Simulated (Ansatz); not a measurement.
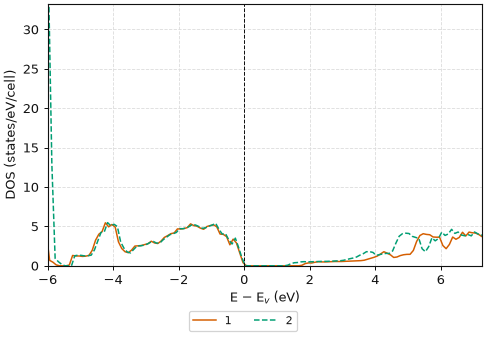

Total densities of states of Mg$_{2}$ZnS$_{3}$, space group I4/mmm (No. 139), 6 atoms in the cell, by two methods on the same cell. Each is counted from its own valence-band top.

Question: Which curve is which? The methods: r2SCAN, PBE.

Answer: 1 is r2SCAN; 2 is PBE. r2SCAN gives a gap of 1.73 eV and PBE gives a gap of 1.26 eV.

Settings. r2SCAN: DFT r2SCAN, scalar-relativistic, plane waves, PAW, no spin polarisation, 10×10×10 k mesh, 500 eV cutoff (Ansatz). PBE: DFT PBE, scalar-relativistic, plane waves, PAW, no spin polarisation, 10×10×10 k mesh, 420 eV cutoff (Ansatz).

The structure is an invented one, so it need not be a known or stable phase.
